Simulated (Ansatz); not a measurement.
**Profile along the Sb–In line in InSb (zinc blende)**

InSb (zinc blende)

```xyz
2
Lattice="0.0000 3.2596 3.2596 3.2596 0.0000 3.2596 3.2596 3.2596 0.0000" Properties=species:S:1:pos:R:3 pbc="T T T"
Sb     4.8894     4.8894     4.8894
In     0.0000     0.0000     0.0000
```

Fields along a shortest Sb–In line of a {110} plane (2.82 Å), from Sb to In, interpolated on the slice's grid (step about 0.3 Å). These are PBEsol (plane waves to 420 eV, PAW, scalar-relativistic; Ansatz, a program for electronic structure) values and carry that method's errors. k mesh 12×12×12. Inside the PAW spheres the values are not all-electron values, and peaks at nuclei hang on which shells count as valence. At this level the bands of InSb touch or barely overlap; measurements give the solid a gap. InSb was relaxed with its symmetry unable to fall. Spin-orbit coupling is left out, though Sb is heavy.

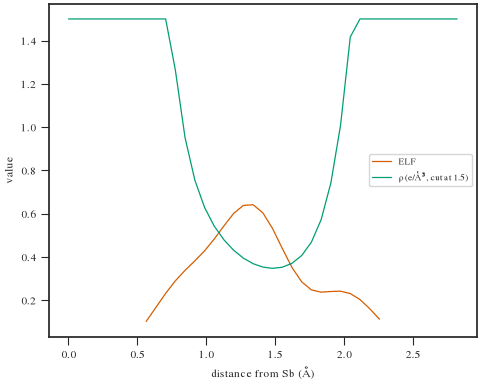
Figure. ELF (away from the nuclei) and valence density from Sb to In.

Density on the Sb–In line (2.82 Å) at its density minimum, 1.5 Å from Sb: 0.35 e/Å³. ELF at that point: 0.53. ELF maximum in the middle third of the Sb–In line: 0.64, 1.3 Å from Sb.
